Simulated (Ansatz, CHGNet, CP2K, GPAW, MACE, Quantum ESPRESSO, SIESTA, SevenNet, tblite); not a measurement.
## H11C3IN2 (P2_1/c) (68 atoms): runs against a plane-wave reference

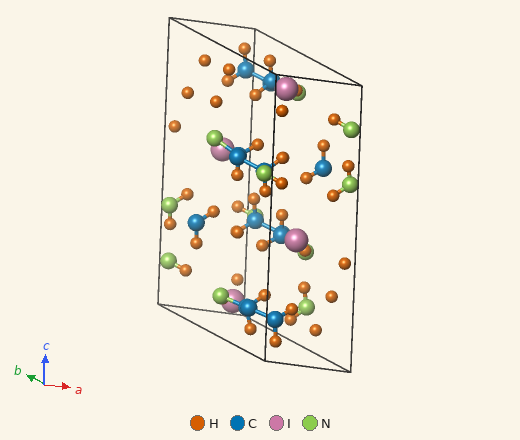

The cell (hydrogen orange, carbon blue, iodine pink, nitrogen green). Bonds to atoms that aren't drawn are left out. Some periodic images of atoms are drawn too.

The cell holds 68 atoms: 44 H, 12 C, 4 I and 8 N. Its edges and angles: a = 5.015 Å, b = 10.147 Å, c = 14.500 Å, α = 90.0°, β = 103.6°, γ = 90.0°. It derives from H11C3IN2 (P2_1/c), repeated 1×1×1. H11C3IN2, space group P2_1/c, structure from the Crystallography Open Database, 1 x 1 x 1 conventional cells; positions as listed; bonds to H set to neutron lengths (C-H 1.089, N-H 1.015, O-H 0.983, B-H 1.19 Å) where the listed ones are shorter. Then every atom was moved at random, 0.03 Å r.m.s. a Cartesian component (hydrogen 0.6 of that).

Geometry: as built.

The reference, a calculation:

| Quantity | Value |
| --- | --- |
| method | Kohn-Sham DFT, PBE, PAW, plane waves (Ansatz 0.2.0); cutoff 420 eV, Γ point, fermi-dirac smearing of 0.05 eV; PAW set soft_2 |
| r.m.s. force component | 1.384 eV/Å |
| longest force | 6.69 eV/Å |
| pressure | 3.772 GPa |
| gap (highest filled to lowest empty level) | 4.365 eV |
| SCF cycles | 8 |
| time | 2.3 s on 8 threads of Arm Neoverse V2, shared host |
| CPU time | 15 s |

Q: Estimate the differences from the reference, the CPU time and the memory of each run.
- GPAW PBE, LCAO szp(dzp), h 0.18 Å (GPAW 26.7.0; 1 thread)
- CHGNet r2SCAN potential (CHGNet r2SCAN; 1 thread)
- CP2K PBE, SZV-MOLOPT-SR, 600/50 Ry, diagonalisation (CP2K 2026.2; 1 thread)
- SIESTA PBE, DZP, shift 0.01 Ry, mesh 500 Ry (SIESTA 5.4.2; 2 MPI ranks)
- CP2K PBE, SZV-MOLOPT-SR, 600/50 Ry, TRS4 filter 1e-03, SCF 1e-04 (CP2K 2026.2; 1 thread)
- CP2K PBE, DZVP-UZH, 300/50 Ry, diagonalisation (CP2K 2026.2; 2 threads)
- SIESTA PBE, DZ, shift 0.01 Ry, mesh 500 Ry (SIESTA 5.4.2; 1 thread)
- QE PBE, sssp-1.3.0-efficiency, 60/480 Ry (Quantum ESPRESSO 7.5; 2 MPI ranks)
- SevenNet l3i5 potential (SevenNet l3i5; 1 thread)
- GPAW PBE, LCAO dzp, h 0.18 Å, other mixer settings (GPAW 26.7.0; 2 MPI ranks)

Differences are against the plane-wave reference, forces as r.m.s. over components; share is that over the reference's r.m.s. force, slope the least-squares factor from reference forces to these. Total energies of different programs have different zeros and aren't compared.

| run | Δ force, r.m.s. (meV/Å) | share (%) | slope | Δ pressure (GPa) | Δ gap (eV) | cores | CPU time | memory (GiB) |
| --- | --- | --- | --- | --- | --- | --- | --- | --- |
| reference | - | - | - | - | - | 8 | 15 s | 0.79 |
| GPAW PBE, LCAO szp(dzp), h 0.18 Å (coarse) | 1501 | 109 | 1.515 | - | -0.396 | 1 | 29 s | 0.71 |
| CHGNet r2SCAN potential | 265 | 19.2 | 0.873 | -1.64 | - | 1 | 3.6 s | 1.4 |
| CP2K PBE, SZV-MOLOPT-SR, 600/50 Ry, diagonalisation (coarse) | 930 | 67.2 | 1.374 | 3.78 | 1.17 | 1 | 2.8 min | 1.7 |
| SIESTA PBE, DZP, shift 0.01 Ry, mesh 500 Ry | 369 | 26.7 | 1.159 | 1.83 | 0.233 | 2 | 1.8 min | 1.2 |
| CP2K PBE, SZV-MOLOPT-SR, 600/50 Ry, TRS4 filter 1e-03, SCF 1e-04 (coarse) | 912 | 65.9 | 1.338 | 4.14 | - | 1 | 31 s | 0.93 |
| CP2K PBE, DZVP-UZH, 300/50 Ry, diagonalisation (coarse) | 91.7 | 6.63 | 1.039 | 0.275 | 0.220 | 2 | 3.8 min | 0.83 |
| SIESTA PBE, DZ, shift 0.01 Ry, mesh 500 Ry (coarse) | 375 | 27.1 | 1.172 | 1.76 | 0.566 | 1 | 44 s | 0.59 |
| QE PBE, sssp-1.3.0-efficiency, 60/480 Ry | 11.8 | 0.855 | 0.998 | -0.0838 | -0.0021 | 2 | 87 s | 1.3 |
| SevenNet l3i5 potential | 127 | 9.17 | 0.964 | -0.595 | - | 1 | 8.8 s | 1.4 |
| GPAW PBE, LCAO dzp, h 0.18 Å, other mixer settings | 343 | 24.8 | 1.150 | - | 0.275 | 2 | 62 s | 0.85 |

Rows marked coarse were listed beforehand as settings not expected to be converged; some can still land near the reference.

Times of the machine-learned potentials are mostly Python's start and the loading of weights.

CPU time is summed over cores on a shared host, where runs went side by side, so it is rough. Symmetry, cutoffs, thresholds, outputs and thread counts weren't matched or tuned between programs; memory under MPI is the largest rank's times the ranks.

PBE on plane waves or a grid with other potentials, cutoffs or grids, coarse settings apart, differs from the reference by 0.85 % (QE PBE, sssp-1.3.0-efficiency, 60/480 Ry) of the r.m.s. force; this holds the reference's own error, so differences of a few per cent don't tell which side is nearer the exact PBE result (QE's 60 Ry are 816 eV, against the reference's 420 eV). The PBE runs in local orbitals, coarse settings apart, differ by 25 % (GPAW PBE, LCAO dzp, h 0.18 Å, other mixer settings) to 27 % (SIESTA PBE, DZP, shift 0.01 Ry, mesh 500 Ry); basis, grid and potentials can all enter. Machine-learned potentials differ by 9.2 % (SevenNet l3i5 potential) to 19 % (CHGNet r2SCAN potential); they were trained on other programs' data, some at another functional. Runs with settings chosen to be coarse differ by 6.6 % (CP2K PBE, DZVP-UZH, 300/50 Ry, diagonalisation) to 109 % (GPAW PBE, LCAO szp(dzp), h 0.18 Å), their programs' other errors included. Machine-learned potentials mimic data converged in k, so the reference's own k-point error enters their differences. The published positions, changed by the recipe (random displacements or longer bonds to H), lie far from the minimum at this level of theory. The electronic-structure runs sample only Γ, in a cell whose shortest periodic width is 5 Å.

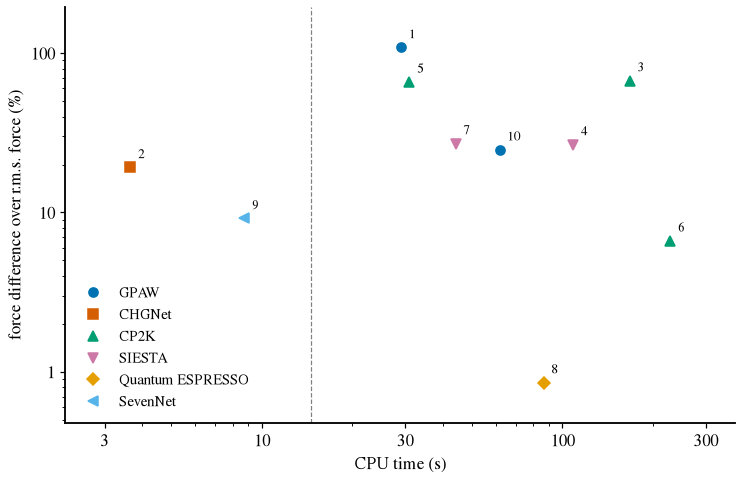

Force difference against CPU time; the dashed line marks the reference's time. Points: 1 GPAW PBE, LCAO szp(dzp), h 0.18 Å; 2 CHGNet r2SCAN potential; 3 CP2K PBE, SZV-MOLOPT-SR, 600/50 Ry, diagonalisation; 4 SIESTA PBE, DZP, shift 0.01 Ry, mesh 500 Ry; 5 CP2K PBE, SZV-MOLOPT-SR, 600/50 Ry, TRS4 filter 1e-03, SCF 1e-04; 6 CP2K PBE, DZVP-UZH, 300/50 Ry, diagonalisation; 7 SIESTA PBE, DZ, shift 0.01 Ry, mesh 500 Ry; 8 QE PBE, sssp-1.3.0-efficiency, 60/480 Ry; 9 SevenNet l3i5 potential; 10 GPAW PBE, LCAO dzp, h 0.18 Å, other mixer settings.

[Hosts, paths, dates, database ids (printed as entryN), source tags and the programs' standing remarks are cut or masked in the printed files.]
